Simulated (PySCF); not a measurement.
```xyz
15

C    -0.0958   -2.0252   -1.2630
Si   -0.1202   -0.1288   -1.4235
O    -1.3672    0.4816   -0.5847
Si   -2.0083    1.0319    0.8061
O     1.2696    0.4518   -0.7771
Si    2.1406    0.9569    0.4801
Cl    1.6449   -0.0801    2.1282
H    -1.0283   -2.4576   -1.6087
H     0.0409   -2.2950   -0.2167
H     0.7167   -2.4610   -1.8340
H    -1.1974    2.1533    1.2809
H    -3.3499    1.4375    0.3989
H    -2.0114   -0.0669    1.7713
H     1.8498    2.3637    0.7135
H     3.5114    0.6460    0.1067
```

Geometry: GFN2-xTB.

All numbers below come from PySCF, UKS B3LYP, pcH-1 on C Cl H O Si, non-relativistic, mean-field spin-orbit, GIAO.

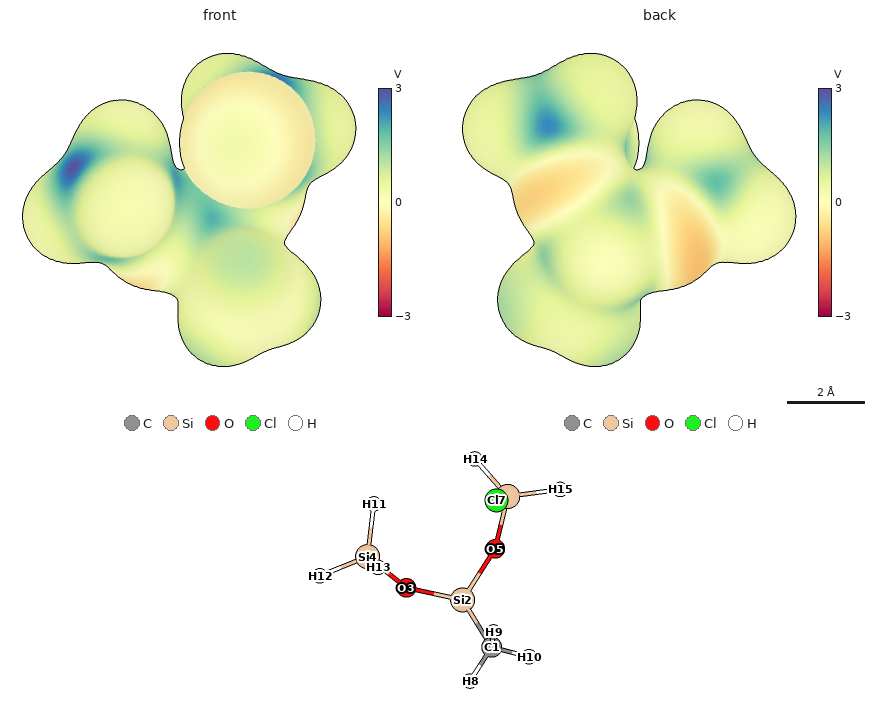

CH₈ClO₂Si₃ (SMILES C[Si](O[SiH3])O[SiH2]Cl) (doublet). The electrostatic potential painted on the density surface at 0.004 e/bohr³, seen from the front and from behind; the colour scale runs from red (negative) to blue (positive). The bare structure is drawn below in the same view.

Describe the electrostatic potential map.

Answer. The most negative region (about −0.9 V) lies over O3, the most positive (about +2.6 V) over Si4 and Si6.
